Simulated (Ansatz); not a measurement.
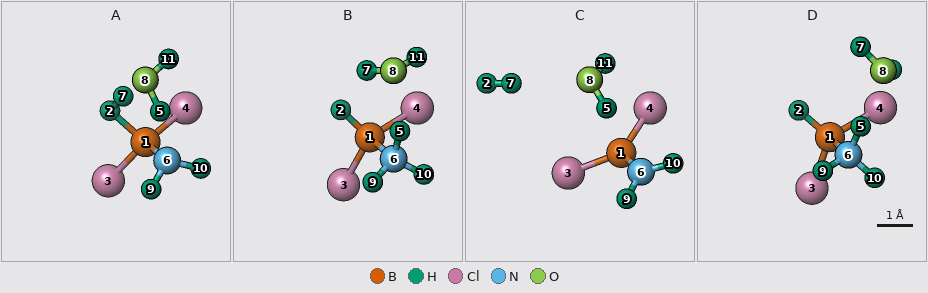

4 geometries from a converged minimum-energy path of BNH6OCl2, shuffled. The picture is a ball-and-stick view, seen from a free direction.

These are results of RKS PBE0/def2-SVP (Ansatz 0.2.0), not measurements. Set-up: 7 movable images; climbing image; force threshold 0.05 eV/Å; iteration limit 56; starting path through a guess of the saddle point.

> Which frame is the transition state?

A. In order along the path, whose images run from 0 to 8: D (image 0, 0.00 eV), B (image 2, +0.12 eV), A (image 4, +1.52 eV), C (image 8, +0.65 eV). Breaking: B1–H2 (1.21 → 1.42 at the top → 4.55 Å), H5–N6 (1.05 → 1.70 at the top → 2.34 Å), H7–O8 (0.96 → 1.41 at the top → 2.39 Å). Forming: H2–H7 (3.29 → 0.90 at the top → 0.76 Å), H5–O8 (1.77 → 1.01 at the top → 0.96 Å).
